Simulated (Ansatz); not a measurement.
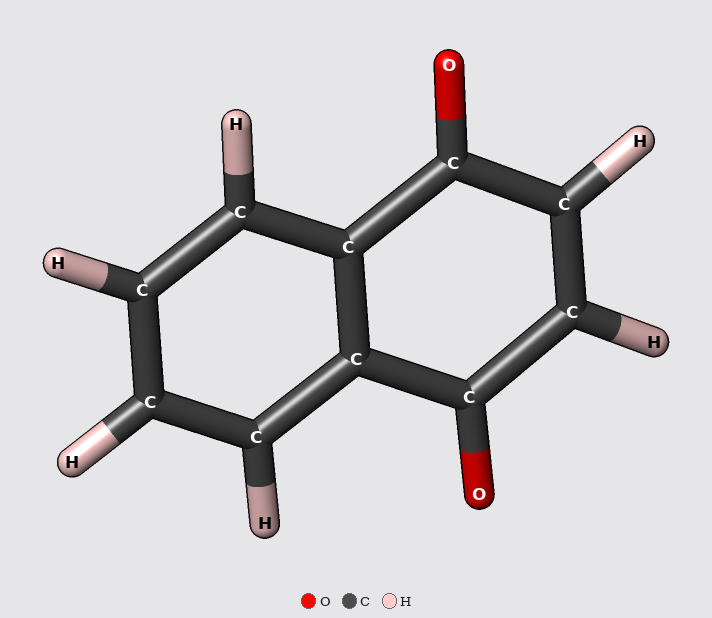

The geometry was computed by an optimisation with PBE0-D4/def2-TZVP. No frequency run is at hand to confirm it as a minimum. Program: Ansatz 0.2.0.

Tabulate HOMO energy (eV) at these levels: B97M-V/def2-TZVPP; PBE0-D4/def2-QZVPP; PBE0-D4/def2-TZVPP; r2SCAN0-D4/def2-TZVPP; r2SCANh-D4/def2-TZVPP; revPBE-D4/def2-TZVPP; ωB97X-V/def2-TZVPP.

```
                level  HOMO energy (eV)
    B97M-V/def2-TZVPP             −6.58
   PBE0-D4/def2-QZVPP             −7.77
   PBE0-D4/def2-TZVPP             −7.74
r2SCAN0-D4/def2-TZVPP             −7.97
r2SCANh-D4/def2-TZVPP             −7.03
 revPBE-D4/def2-TZVPP             −6.00
   ωB97X-V/def2-TZVPP            −10.10
```
